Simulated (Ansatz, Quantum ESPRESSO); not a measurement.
# MgS (Niningerite): third-order response, part 3 of 3

Aim: Raman and infrared lines of MgS (Niningerite).

Quantum ESPRESSO 8.0 development, patched; DFT LDA, scalar-relativistic, plane waves, PseudoDojo norm-conserving pseudopotentials.

So far, mean static dielectric tensor (ions relaxed, fixed cell): step 6 (modes with the sum rule) 14.5. The relaxed cell has a = 5.132 Å (conventional setting).

## 8. Sum rules set otherwise (asr no)

Without the rule the raw error of the acoustic modes shows.

Contents of dynmat.in:

```
&input
   fildyn = 'g.dyn'
   asr = 'no'
   fileig = 'dynmat.eig'
   lperm = .true.
/
```

Launch:

```bash
> dynmat.x -in dynmat.in > dynmat.out
```

Output:

```text
[banner, memory and clock lines left out]
Program DYNMAT v.8.0dev

     Reading Dynamical Matrix from file g.dyn
     ...Force constants read
     ...epsilon and Z* read
     ...Raman cross sections read
     A direction for q was not specified:TO-LO splitting will be absent

     Polarizability (A^3 units)
     multiply by 0.392462 for Clausius-Mossotti correction (not under assume_isolated = 'mt')
        12.490862   -0.000000   -0.000000
        -0.000000   12.490862    0.000000
        -0.000000    0.000000   12.490862

     IR activities are in (D/A)^2/amu units

# mode   [cm-1]    [THz]      IR
    1      3.34    0.1001    0.0001
    2      3.34    0.1001    0.0001
    3      3.34    0.1001    0.0001
    4    251.17    7.5299    8.8841
    5    251.17    7.5299    8.8841
    6    251.17    7.5299    8.8841

Electronic dielectric permittivity tensor (relative, adimensional)
         5.644057   -0.000000   -0.000000
        -0.000000    5.644057    0.000000
        -0.000000    0.000000    5.644057

 ... with zone-center polar mode contributions
        14.530374   -0.000000    0.000000
        -0.000000   14.530374    0.000000
         0.000000    0.000000   14.530374
```

The job ended after 0.67 s (1 thread of Intel Xeon Platinum 8488C (Sapphire Rapids), shared host).

Numbers from this step:

| Item | Value |
| --- | --- |
| mean static dielectric constant | 14.53 |

Zone-centre frequencies as printed; negative means imaginary. Modes:

```csv
mode,frequency (cm⁻¹)
1,3.34
2,3.34
3,3.34
4,251.2
5,251.2
6,251.2
```

Against the first rule no mode moves by more than 3.4 cm⁻¹.

## 9. Modes along a direction of q (1 0 0)

A longitudinal polar mode sets up a macroscopic field that stiffens it; the term hangs on the direction from which q goes to zero.

Contents of dynmat.in:

```
&input
   fildyn = 'g.dyn'
   asr = 'simple'
   fileig = 'dynmat.eig'
   q(1) = 1.0
   q(2) = 0.0
   q(3) = 0.0
/
```

Launch:

```bash
> dynmat.x -in dynmat.in > dynmat.out
```

Output:

```text
[banner, memory and clock lines left out]
Program DYNMAT v.8.0dev

     Reading Dynamical Matrix from file g.dyn
     ...Force constants read
     ...epsilon and Z* read
     ...Raman cross sections read

     Polarizability (A^3 units)
     multiply by 0.392462 for Clausius-Mossotti correction (not under assume_isolated = 'mt')
        12.490862   -0.000000   -0.000000
        -0.000000   12.490862    0.000000
        -0.000000    0.000000   12.490862

     IR activities are in (D/A)^2/amu units

# mode   [cm-1]    [THz]      IR
    1     -0.00   -0.0000    0.0000
    2     -0.00   -0.0000    0.0000
    3      0.00    0.0000    0.0000
    4    251.14    7.5290    8.8903
    5    251.14    7.5290    8.8903
    6    403.07   12.0838    8.8903
```

Wall time 0.66 s (1 thread).

Read from the output:

```
highest mode moved by the LO-TO term : 403.1 cm⁻¹
```

Zone-centre frequencies as printed; negative means imaginary. Modes:

```csv
mode,frequency (cm⁻¹)
1,0
2,0
3,0
4,251.1
5,251.1
6,403.1
```

The field moves one mode, from 251 to 403 cm⁻¹; the others stay.

## 10. The same in Ansatz

A second program on the same cell, potentials, cutoff and meshes tests the implementation of the phonon response, not its convergence. Its field response is summed in its own way. Its k mesh is centred on Γ.

This step: DFT LDA, scalar-relativistic, plane waves, PseudoDojo norm-conserving pseudopotentials (Ansatz 0.2.0).

Contents of input.yaml:

```yaml
crystal:
  lattice:
    - [-2.5662064513, 0.0, 2.5662064513]
    - [0.0, 2.5662064513, 2.5662064513]
    - [-2.5662064513, 2.5662064513, 0.0]
  atoms:
    - { symbol: Mg, position: [0.0, 0.0, 0.0] }
    - { symbol: S, position: [0.5, 0.5, 0.5] }
kpoints:
  mp_grid: { grid: [8, 8, 8] }
hamiltonian:
  xc: lda
  pseudopotentials: { kind: nc, accuracy: standard }
scf:
  occupations: { method: fixed }
output:
  eigenvalues: true
basis:
  ecutwfc: 1142.878
phonons:
  method: dfpt
  dielectric: true
  rigid_motions: translations
  raman: true
```

Launch:

```bash
> ansatz run input.yaml --threads 2 --pin off --max-ram 4096MiB --backend cpu --events-out ev --progress --plain --runs-dir out
```

Output:

```text
Warning: basis.ecutwfc = 1142.878 eV is below the records' recommended 1142.878222 eV, and the density's cutoff is lower with it unless basis.ecutrho_ratio is high enough to keep the records' density cutoff: compare with a run at a higher cutoff
Engine: ansatz 0.2.0, x86_64-unknown-linux-gnu
Pseudopotentials: kind: nc
Pseudopotential: Mg, nc, valence charge 10, recommended cutoff 1142.878222 eV (normal), Mg.nc.azcp (PseudoDojo's, or run here from an input of PseudoDojo's; its table is named by hamiltonian.pseudopotentials.accuracy)
Pseudopotential: S, nc, valence charge 6, recommended cutoff 734.707429 eV (normal), S.nc.azcp (PseudoDojo's, or run here from an input of PseudoDojo's; its table is named by hamiltonian.pseudopotentials.accuracy)
Functional definition: SPW92
  exchange = slater_x
  correlation = pw_c
Crystal: 2 atoms, lattice volume = 33.799 Å³
Basis set: ecut = 1142.878 eV, 2975 PW (Γ), exchange–correlation on 90×90×90 points (8 copies of the dense FFT grid, shifted against one another)
Bands: 12, of which v1, the nominal top of the filled ones, is band 8 counted from 1 (7 counted from 0)
Symmetry: 48 space group operations
k-points: 59 of 512 (irreducible under 8 space group operations, time reversal used)
Non-local potential: Mg, projectors of the file, l = 0: 2, l = 1: 2
Non-local potential: S, projectors of the file, l = 0: 2, l = 1: 2, l = 2: 2
Initial density: superposition of atomic densities (chi_scale 0.1, normalization cell, long waves kept (reshape's long-wave potential 0.00 eV rms))
Initial wavefunctions: pseudopotential atomic-orbital guess
Functional: x = slater, c = lda
SCF iter   1: F=—  HF=-1917.146534 eV  |F-HF|=—  |Δ(HF+E_count)|=         —  Δρ=4.42e-2  dr2=3.47e-1  ethr=3.10e-3  ⟨swp⟩=5.2  Hψ=3913  notcnv=0  defer=109
preconditioner: auto → none  [insulator: Δε(μ)=2.728 eV  Ē_g=11.922 eV  n_scr=8 (ndim 8)  ℏωp=18.1 eV  f_vac=0.000  ε∞_Penn≈3.3]
SCF iter   2: F=—  HF=-1917.035236 eV  |F-HF|=—  |Δ(HF+E_count)|=   1.11e-1  Δρ=1.61e-2  dr2=3.83e-2  ethr=2.17e-3  ⟨swp⟩=3.0  Hψ=1630  notcnv=0  defer=107
SCF iter   3: F=—  HF=-1917.029424 eV  |F-HF|=—  |Δ(HF+E_count)|=   5.81e-3  Δρ=4.32e-3  dr2=2.97e-3  ethr=2.39e-4  ⟨swp⟩=2.3  Hψ=1205  notcnv=0  defer=111
SCF iter   4: F=—  HF=-1917.029302 eV  |F-HF|=—  |Δ(HF+E_count)|=   1.22e-4  Δρ=9.57e-4  dr2=1.03e-4  ethr=1.86e-5  ⟨swp⟩=2.2  Hψ=1005  notcnv=0  defer=111
SCF iter   5: F=—  HF=-1917.029301 eV  |F-HF|=—  |Δ(HF+E_count)|=   7.38e-7  Δρ=6.14e-5  dr2=5.28e-7  ethr=6.41e-7  ⟨swp⟩=2.4  Hψ=910  notcnv=0  defer=108
SCF iter   6: F=—  HF=-1917.029354 eV  |F-HF|=—  |Δ(HF+E_count)|=   5.33e-5  Δρ=9.85e-6  dr2=2.12e-8  ethr=3.30e-9  ⟨swp⟩=2.3  Hψ=1059  notcnv=0  defer=7
SCF iter   7: F=—  HF=-1917.029354 eV  |F-HF|=—  |Δ(HF+E_count)|=   4.56e-9  Δρ=1.16e-6  dr2=4.96e-10  ethr=1.32e-10  ⟨swp⟩=2.4  Hψ=1040  notcnv=0  defer=7
SCF iter   8: F=-1917.029354 eV  HF=-1917.029354 eV  |F-HF|=9.09e-13  |Δ(HF+E_count)|=  1.60e-10  Δρ=8.95e-8  dr2=7.70e-13  ethr=1.00e-12  ⟨swp⟩=9.1  Hψ=4917  notcnv=0
SCF 1 converged in 8 iterations: F = -1917.029354 eV  dr2 = 7.70e-13
DFPT response loops at Γ: preconditioner auto → none (the input reference at scf.mixing.eps_inf says where Resta's filter doesn't serve); β = 0.50; Broyden in place of MSR1
── the response to a field inside a basis, on 10×10×10 k-points: an SCF that follows is theirs, and a resumed run solves both again ──
Bands: 9, of which v1, the nominal top of the filled ones, is band 8 counted from 1 (7 counted from 0)
k-points: 110
Initial density: handed on by an earlier stage of this run
Initial wavefunctions: pseudopotential atomic-orbital guess (no wavefunctions were taken with the density)
Eigensolver: Dense (110 Hₖ)
SCF iter   1: F=—  HF=-1917.027936 eV  |F-HF|=—  |Δ(HF+E_count)|=         —  Δρ=5.60e-5  dr2=2.62e-7  ethr=1.00e-1
preconditioner: auto → none  [insulator: Δε(μ)=2.797 eV  Ē_g=9.482 eV  n_scr=8 (ndim 8)  ℏωp=18.1 eV  f_vac=0.000  ε∞_Penn≈4.6]
SCF iter   2: F=—  HF=-1917.027936 eV  |F-HF|=—  |Δ(HF+E_count)|=   1.17e-7  Δρ=2.69e-5  dr2=2.34e-8  ethr=1.64e-9
SCF iter   3: F=—  HF=-1917.027936 eV  |F-HF|=—  |Δ(HF+E_count)|=   5.06e-8  Δρ=1.05e-5  dr2=3.75e-9  ethr=1.46e-10
SCF iter   4: F=-1917.027936 eV  HF=-1917.027936 eV  |F-HF|=2.27e-13  |Δ(HF+E_count)|=   9.29e-9  Δρ=1.02e-7  dr2=1.07e-12  ethr=2.35e-11
SCF 1 converged in 4 iterations: F = -1917.027936 eV  dr2 = 1.07e-12
DFPT response loops at Γ: mixed as the last ones told, above
DFPT response loops at Γ: mixed as the last ones told, above
SCF converged after 8 iterations
Free energy (F): -1917.029354 eV
Harris-Foulkes:  -1917.029354 eV  (|F-HF|=9.09e-13)
Internal energy: -1917.029354 eV  (E = F + TS)
E sigma→0 (E₀):  -1917.029354 eV
Fermi energy:    6.653548 eV
--- Per-component energies (eV) ---
  E_band       = -326.743492
  E_kinetic    = 1028.024024
  E_local      = -1731.789539  (includes V_loc(G=0)·N_el)
  E_nonlocal   = -452.612126
  E_hartree    = 595.179835
  E_xc         = -297.675755
  E_vxc        = -360.725487  (∫ρ·V_xc dr)
  E_ewald      = -1058.155793
  E_smearing   = -0.000000  (= −TS)
  E_closure    = 0.000000  (closes the sum)
  Σ components = -1917.029354   (vs F -1917.029354, Δ=0.00e0)
--- Band table (eV; the first three rows and the last of 59) ---
  k-point 0: bands = [... 4 lower, -6.2376, 6.6535, 6.6535, 6.6535, 10.4608, 14.4598, 14.4598, 14.4598]
  k-point 1: bands = [... 4 lower, -6.0736, 5.5504, 6.5437, 6.5437, 11.2621, 14.1704, 14.7213, 14.7213]
  k-point 2: bands = [... 4 lower, -5.6268, 3.6946, 6.3059, 6.3059, 11.5759, 14.3532, 14.3532, 15.0242]
  k-point 58: bands = [... 4 lower, -4.3905, 2.1968, 4.8581, 4.8581, 9.3006, 10.7964, 18.8485, 19.4111]
--- Phonons (Γ-DFPT): 2 representative perturbations + reference, on 59 of 512 k-points (Σ response iterations 6) ---
  k mesh reduced under 8 symmetry operations, with k and −k counted as one. Each operation leaves every solved perturbation unchanged. A smaller set is not considered because the run solves the response to a homogeneous field
  ASR residual: 2.226e-4 → 0.000e0 eV/Å²; symmetrization residual: 1.003e-6 eV/Å²
  ASR residual per site (eV/Å²): 2.23e-4 2.11e-5
  Γ frequencies (cm⁻¹): 0.00 0.00 0.00 251.17 251.17 251.17
  ε∞ (high-frequency dielectric tensor):
        5.598283     0.000000    -0.000000
        0.000000     5.598283     0.000000
       -0.000000     0.000000     5.598283
  ε⁰ (static dielectric tensor: ions relaxed, cell fixed):
       14.448119    -0.000000    -0.000000
       -0.000000    14.448119    -0.000000
       -0.000000    -0.000000    14.448119
  ε⁰ − ε∞ (ionic part):
        8.849836    -0.000000    -0.000000
       -0.000000     8.849836    -0.000000
       -0.000000    -0.000000     8.849836
  softest optical mode at Γ: 251.17 cm⁻¹; the repairs (sum rule, projections) moved no ω² at Γ by more than (1.60 cm⁻¹)²
  Born effective charges Z* (e; rows j = field, columns β = displacement):
    site 0:
         2.30254   -0.00000   -0.00000
        -0.00000    2.30254    0.00000
         0.00000   -0.00000    2.30254
    site 1:
        -2.30254    0.00000    0.00000
         0.00000   -2.30254   -0.00000
        -0.00000    0.00000   -2.30254
  Z* charge neutrality: 7.304e-5 e pre-enforcement
  solved inside a basis spanned on kpoints, on 10×10×10 k-points transformed towards the longest dipole: ε∞ is read to err by 1.5e-2, Z* by 1.1e-2 e (field_mesh: kpoints solves on kpoints); Z* is corrected for what the basis lacks
  Raman tensors (in the event stream and the table raman_tensors.tsv): an entry may err by 6.5e-4 Å², one of the second-order susceptibility by 8.3e-20 pm/V (basis, points and sum rule); their sum over the sites missed zero by 2.082e-21 Å² ahead of its enforcement
  optical modes at Γ without the LO–TO term, one row a degenerate level:
      ω (cm⁻¹)  modes    IR ((D/Å)²/amu)  static Raman (Å⁴/amu)  depolarisation
        251.17      3            26.5429                 0.0000               —
  optical modes at Γ + LO–TO along q̂ = [1.0000, 0.0000, 0.0000]:
      ω (cm⁻¹)  modes    IR ((D/Å)²/amu)  static Raman (Å⁴/amu)  depolarisation
        251.17      2            17.6953                 0.0000               —
        403.51      1             8.8476                 0.0000               —
  optical modes at Γ + LO–TO along q̂ = [0.0000, 1.0000, 0.0000]:
      ω (cm⁻¹)  modes    IR ((D/Å)²/amu)  static Raman (Å⁴/amu)  depolarisation
        251.17      2            17.6953                 0.0000               —
        403.51      1             8.8476                 0.0000               —
  optical modes at Γ + LO–TO along q̂ = [0.0000, 0.0000, 1.0000]:
      ω (cm⁻¹)  modes    IR ((D/Å)²/amu)  static Raman (Å⁴/amu)  depolarisation
        251.17      2            17.6953                 0.0000               —
        403.51      1             8.8476                 0.0000               —
```

Run time: 2 min. Hardware: 2 threads; peak memory 0.92 GiB.

Read from the output:

```
sum-rule residual before enforcement             : 2.23e-4 eV/Å²
miss of the charge sum rule                      : 7.30e-5 e
estimated error of the dielectric tensor         : 0.01472
estimated error of the Born charges              : 0.01056 e
mean high-frequency dielectric constant          : 5.598
largest Born charge in size (third of the trace) : 2.303 e
mean static dielectric constant                  : 14.45
highest mode moved by the LO-TO term             : 403.5 cm⁻¹
```

Transverse modes. Lines of the infrared spectrum (strongest = 100):

```csv
position (cm⁻¹),label,"IR intensity ((D/Å)²/amu), degenerate modes summed, relative"
251,T1u,100
```

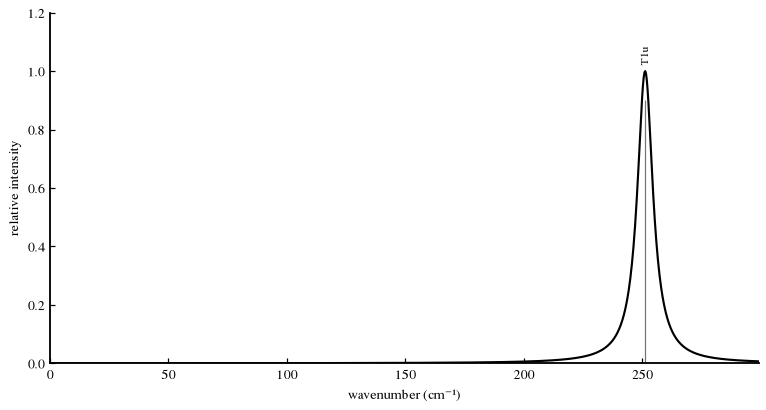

The infrared spectrum, broadened with Lorentzians of width 8 cm⁻¹; bars mark the lines.

## 11. Side by side: QE PseudoDojo and Ansatz, PseudoDojo

Worked out from the results:

| Quantity | Value |
| --- | --- |
| root-mean-square difference | 0.03 cm⁻¹ |
| largest difference | 0.03 cm⁻¹ |

Frequencies side by side, by row:

```csv
q (reciprocal lattice),mode,QE PseudoDojo (cm⁻¹),"Ansatz, PseudoDojo (cm⁻¹)"
0 0 0,1,0,0
0 0 0,2,0,0
0 0 0,3,0,0
0 0 0,4,251.1,251.2
0 0 0,5,251.1,251.2
0 0 0,6,251.1,251.2
```

The two runs side by side. Further quantities:

```csv
quantity,QE PseudoDojo,"Ansatz, PseudoDojo"
mean ε∞,5.644,5.598
"largest Born charge in size (e; the first before, the second after the charge sum rule)",2.314,2.303
summed IR intensity ((D/Å)²/amu),26.67,26.54
```

At the zone centre the largest difference (acoustic modes at Γ apart) is 0.01 % of the highest mode.

## 12. Results

```json
{
  "space group after relaxation": "Fm-3m",
  "volume per atom": "16.9 Å³",
  "gap on the k-mesh": "2.65 eV",
  "highest optical zone-centre mode (no LO-TO term)": "251.1 cm⁻¹",
  "highest mode moved by the LO-TO term": "403.1 cm⁻¹",
  "mean high-frequency dielectric constant": "5.64",
  "largest Born charge in size (third of the trace)": "2.31 e",
  "mean static dielectric constant": "14.5",
  "imaginary optical modes at the zone centre (no q mesh in this session)": "none",
  "largest difference from Ansatz, PseudoDojo": "0.03 cm⁻¹"
}
```

No mode is Raman active in this structure; the strongest infrared line lies at 251 cm⁻¹. At the LDA level the optical modes of MgS (Niningerite) at the zone centre (no LO-TO term) lie at 251 cm⁻¹. Along the directions run, the highest mode that the macroscopic field moves lies at 403 cm⁻¹. Lattice motion raises the mean dielectric constant from 5.644 to 14.54. The Born charge of S is -2.314 e against a formal charge of -2, somewhat above it. The Lyddane-Sachs-Teller relation holds: (ωLO/ωTO)² is 2.58 and ε₀/ε∞ is 2.58. QE PseudoDojo and Ansatz, PseudoDojo agree to 0.03 cm⁻¹ (0.01 % of the highest mode compared) on all solved modes but the acoustic ones at Γ, without the LO-TO term. These are harmonic frequencies at zero temperature: anharmonic shifts and linewidths and thermal expansion are left out. The build is a development version in which the Raman tensors of release 7.5 are mended; dynmat.x leaves out the electro-optic term of LO lines.

[Host names and launcher messages were left out of these logs when they were recorded.]

[Logs are printed without paths, hosts, clocks, repeated set-up lines and the standing remarks that a program may print on its own settings, such as how far it seeks lower states.]

[Hosts, paths, dates, database ids (printed as entryN), source tags and the programs' standing remarks are cut or masked in the printed files.]
